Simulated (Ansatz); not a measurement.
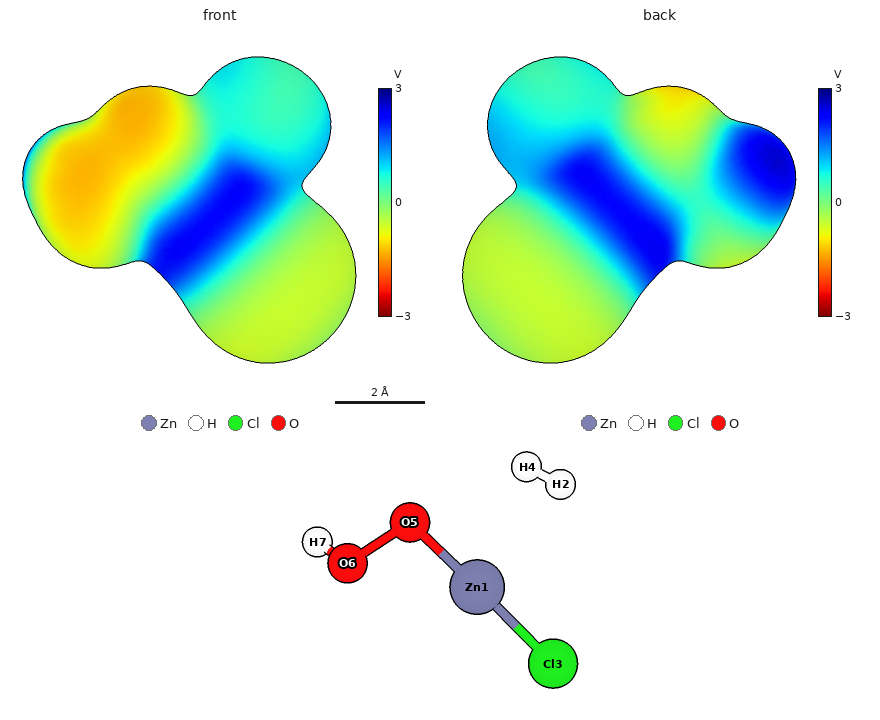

*ClHO₂Zn···H₂. The molecular electrostatic potential painted on the density surface at 0.002 e/bohr³, seen from the front and from behind; red is negative and blue positive. The bare structure is drawn below in the same view.*

The product side of a reaction path; geometry: PBE0-D4/def2-TZVP.

These are results of RKS PBE0-D4/def2-TZVPP in Ansatz 0.2.0, not measurements.

```
atom    x (Å)    y (Å)    z (Å)
  Zn  -0.2393  -0.7452  -0.3885
   H  -1.7741  -0.0716   1.5326
  Cl  -1.2076  -2.5354  -0.8478
   H  -1.3506   0.5462   1.4698
   O   0.6294   0.7911  -0.0166
   O   1.5614   0.9260  -1.1154
   H   2.3808   1.0889  -0.6341
```

Describe the electrostatic potential map.

The most negative region (about −1.3 V) lies over O5 and O6, the most positive (about +2.5 V) over H7.
